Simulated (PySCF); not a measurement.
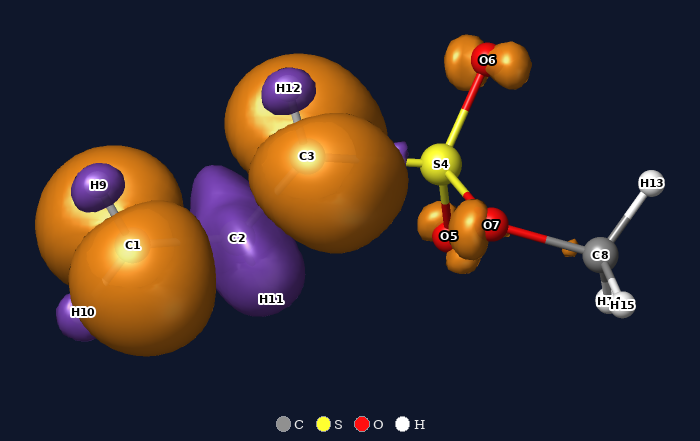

C$_{4}$H$_{7}$O$_{3}$S (doublet). Isosurfaces of the spin density at +0.015 (orange) and −0.015 e/Å³ (purple), seen across its widest extent.

Geometry: GFN2-xTB.

These are results of UKS B3LYP, pcH-1 on C H O S, non-relativistic, mean-field spin-orbit, GIAO in PySCF 2.14.0, density-fitted response routines, not measurements.

```yaml
atoms:
  - { symbol: C, position_ang: [3.0550, 0.7634, 0.1228] }
  - { symbol: C, position_ang: [1.8336, 0.2437, -0.2148] }
  - { symbol: C, position_ang: [0.9912, -0.4179, 0.6417] }
  - { symbol: S, position_ang: [-0.5713, -0.9427, 0.0371] }
  - { symbol: O, position_ang: [-0.5702, -1.0155, -1.3927] }
  - { symbol: O, position_ang: [-1.0484, -2.0761, 0.7666] }
  - { symbol: O, position_ang: [-1.4254, 0.3701, 0.4799] }
  - { symbol: C, position_ang: [-2.7587, 0.3509, 0.0081] }
  - { symbol: H, position_ang: [3.4412, 0.6706, 1.1228] }
  - { symbol: H, position_ang: [3.6592, 1.2827, -0.5980] }
  - { symbol: H, position_ang: [1.4704, 0.3444, -1.2293] }
  - { symbol: H, position_ang: [1.1909, -0.6208, 1.6760] }
  - { symbol: H, position_ang: [-3.3234, -0.4340, 0.5166] }
  - { symbol: H, position_ang: [-2.7617, 0.1606, -1.0677] }
  - { symbol: H, position_ang: [-3.1867, 1.3287, 0.2239] }
```

Q: Where is the unpaired spin?

A: The unpaired spin (1 electron) lies mostly on C1 (about 0.4) and C3 (about 0.4), in electrons by Hirshfeld's partition.
